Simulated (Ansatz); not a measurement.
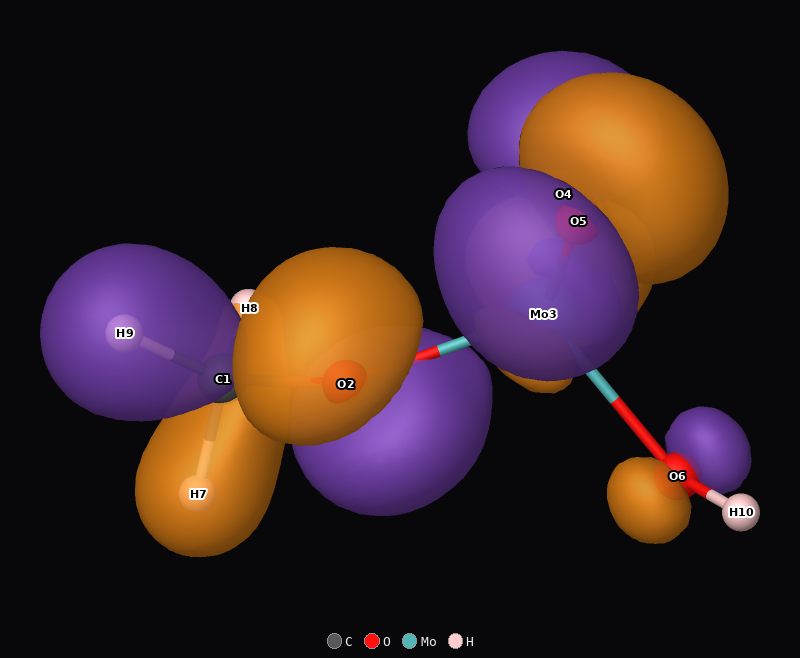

The picture shows: CH$_{4}$MoO$_{4}$ (SMILES C[O][Mo](=[O])(=[O])[OH]). The HOMO at ±0.08 Å⁻³ᐟ² (orange and purple are the two phases), seen at a tilt.

Geometry: PBE0-D4/def2-TZVP; core potentials replace the inner electrons of Mo.

Theory: Ansatz 0.2.0, RKS PBE0-D4/def2-TZVPP.

The calculation's input:

```
crystal:
  periodic: [false, false, false]
  atoms:
    - {symbol: C, position_ang: [-0.337722, -1.515311, 1.020665]}
    - {symbol: O, position_ang: [-0.086361, -0.146836, 0.799591]}
    - {symbol: Mo, position_ang: [-0.109447, 0.972708, -0.669521]}
    - {symbol: O, position_ang: [-0.841892, 0.165529, -1.945857]}
    - {symbol: O, position_ang: [-0.991911, 2.353177, -0.302181]}
    - {symbol: O, position_ang: [1.642529, 1.430633, -1.154831]}
    - {symbol: H, position_ang: [0.591506, -2.005324, 1.321935]}
    - {symbol: H, position_ang: [-0.723293, -1.997177, 0.117692]}
    - {symbol: H, position_ang: [-1.070462, -1.614676, 1.824798]}
    - {symbol: H, position_ang: [2.010154, 2.306077, -1.009292]}
basis:
  gaussian: {orbitals: def2-TZVPP}
hamiltonian: {xc: pbe0, dispersion: d4}
output: {orbitals: {seedname: orbitals}}
```

Launched as:

```sh
ansatz run in.yaml --threads 4 --pin off --events-out ev --progress --plain --max-ram 11315MiB
```

> Where does this orbital lie, and at what energy?

By Hirshfeld shares it lies mainly on O5 (about 40 %), O2 (about 25 %) and O4 (about 15 %); largely a combination of lone pairs on O5, O2 and O4. Its energy is −8.95 eV.
